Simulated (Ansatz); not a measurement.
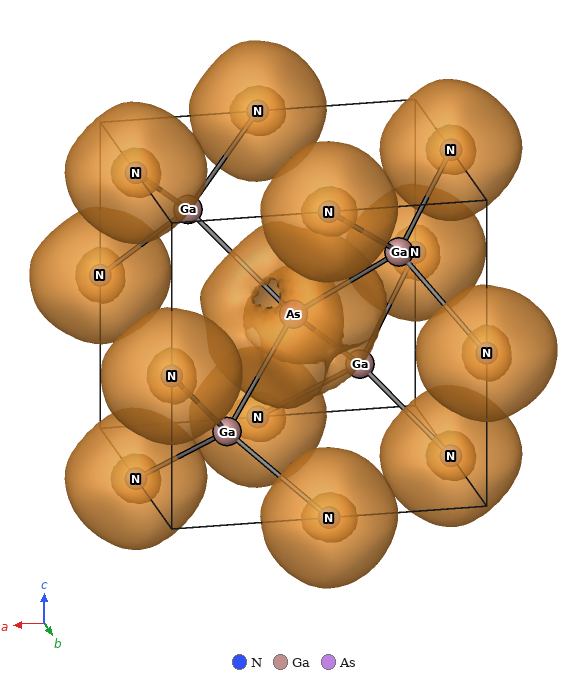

Ga$_{4}$AsN$_{3}$. Isosurface of the electron localisation function at 0.6 (orange), seen at an oblique angle. Only the valence region is drawn (cores and ρ < 0.01 e/Å³ removed). Sticks mark near contacts.

Space group P-43m; started from the ordered alloy on zincblende lattice prototype, which need not be the ambient phase.

All numbers below come from DFT, HSE06, plane waves, PAW in Ansatz.

Core electrons are frozen (PAW), and the valence fields are smoothed inside the atomic spheres.

> Describe the localisation domains.

The ELF exceeds this value in one region on As in which the atom's valence shell and bonds are merged and three regions wrapped around N (the valence shell of each), counted in one cell of 8 atoms. Any copies at cell faces, edges or corners count once. Along the contacts the grid gives the following. Ga–N (2.02 Å): the ELF peaks at about 0.85 in the valence shell of N, 0.7 Å from its nucleus, and is about 0.45 at the midpoint. Ga–As (2.27 Å): the ELF peaks at about 0.80 between the atoms; a covalent bond.
